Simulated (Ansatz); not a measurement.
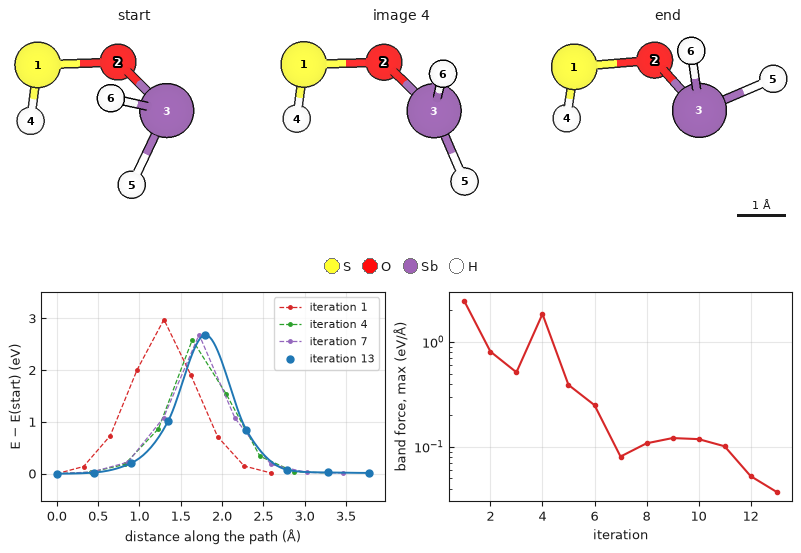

A nudged-elastic-band calculation for SbH$_{3}$SO. Images are numbered from 0 (start) to 8 (end). The plot follows the band through its iterations. A ball-and-stick model, seen from a free direction.

These are results of RKS PBE/def2-SVP (Ansatz), not measurements.

Input file:
```yaml
crystal:
  periodic: [false, false, false]
  atoms:
    - { symbol: S, position_ang: [-0.639329, -1.615603, 0.327741] }
    - { symbol: O, position_ang: [-1.205863, -0.026532, 0.387032] }
    - { symbol: Sb, position_ang: [0.106097, 1.558372, 0.292636] }
    - { symbol: H, position_ang: [-0.547879, -1.767359, -1.036993] }
    - { symbol: H, position_ang: [0.900463, 1.044802, -1.177876] }
    - { symbol: H, position_ang: [1.386519, 0.80631, 1.20747] }
basis:
  gaussian: { orbitals: def2-SVP }
hamiltonian:
  xc: pbe
neb:
  order_check: false
  images: 7
  f_tol: 0.05
  max_iterations: 60
  initial_path: idpp
  final_atoms:
    - { symbol: S, position_ang: [-0.89648011, -1.68677306, 0.4279592] }
    - { symbol: O, position_ang: [-0.87298564, -0.0787617, -0.09834672] }
    - { symbol: Sb, position_ang: [1.04329323, 0.68525849, -0.29197463] }
    - { symbol: H, position_ang: [-0.91447097, -2.32580159, -0.79171643] }
    - { symbol: H, position_ang: [0.42007687, 2.27608366, -0.63284063] }
    - { symbol: H, position_ang: [1.22057462, 1.12998419, 1.38692922] }
```

Command:
```bash
ansatz run input.yaml --threads 1 --pin off --max-ram 2048MiB --backend cpu --events-out ev --progress --plain --runs-dir out
```

### How did the profile develop, and is the result final?

The result is final at these settings. The band converged in 13 iterations. The largest component of the band force went from 2.4 to 0.037 eV/Å. The climbing image converged on the top of the path. Its vibrational analysis gives one imaginary mode (1297i cm⁻¹), as a transition state must have. The first iteration put the highest image at 2.98 eV. The highest point, image 4, lies 2.68 eV above the start and 2.67 eV above the end; the end is at +0.02 eV relative to the start.

The run took 4.9 min on 1 thread of Intel(R) Xeon(R) Platinum 8259CL CPU @ 2.50GHz (Skylake/Cascade Lake), on a shared host, peak memory 0.15 GiB.
